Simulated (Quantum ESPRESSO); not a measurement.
Band structure of PbS (Fm-3m, 2 atoms in the cell).

```xyz
2
Lattice="0.0000 3.0273 3.0273 3.0273 0.0000 3.0273 3.0273 3.0273 0.0000" Properties=species:S:1:pos:R:3 pbc="T T T"
Pb     0.0000     0.0000     0.0000
S      3.0273     3.0273     3.0273
```

Computed with PBE, PseudoDojo standard norm-conserving (PBE) pseudopotentials (plane waves; Quantum ESPRESSO 7.5).

Settings: ecutwfc = 65 Ry; occupations = smearing; smearing = gaussian; degauss = 0.00147 Ry; potentials = {Pb: Pb.upf, S: S.upf}; K_POINTS = automatic 5 5 5 1 1 1; conv_thr = 1e-10 Ry; mixing_beta = 0.7.

The starting cell has typed, rounded lattice constants, without a prior relaxation at this level. Its lattice was rescaled by a random factor within 2.5 % of one. Spin-orbit coupling is off.

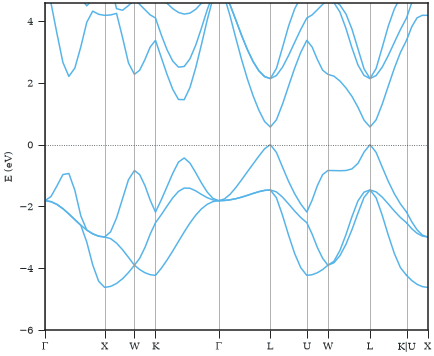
Figure. Bands along the path, energies from the top of the valence band on the SCF mesh.

**Question.** Read off roughly the gap and where its edges lie.

**Answer.** The gap along the path is about 0.6 eV (computed: 0.57 eV), direct at L to within 0.01 eV.

Levels in eV from the top of the valence band on the SCF mesh, bands 7 to 14:
| point | 7 | 8 | 9 | 10 | 11 | 12 | 13 | 14 |
|---|---|---|---|---|---|---|---|---|
| Γ | -6.09 | -1.82 | -1.82 | -1.82 | 5.08 | 5.08 | 5.08 | 6.92 |
| X | -7.07 | -4.62 | -2.99 | -2.99 | 4.18 | 5.42 | 5.50 | 5.50 |
| W | -7.68 | -3.90 | -3.90 | -0.84 | 2.28 | 4.69 | 4.69 | 8.11 |
| K | -7.70 | -4.23 | -2.53 | -2.18 | 3.38 | 4.10 | 4.99 | 6.32 |
| L | -8.45 | -1.47 | -1.47 | 0.00 | 0.57 | 2.14 | 2.14 | 8.65 |
| U | -7.70 | -4.23 | -2.53 | -2.18 | 3.38 | 4.10 | 4.99 | 6.32 |
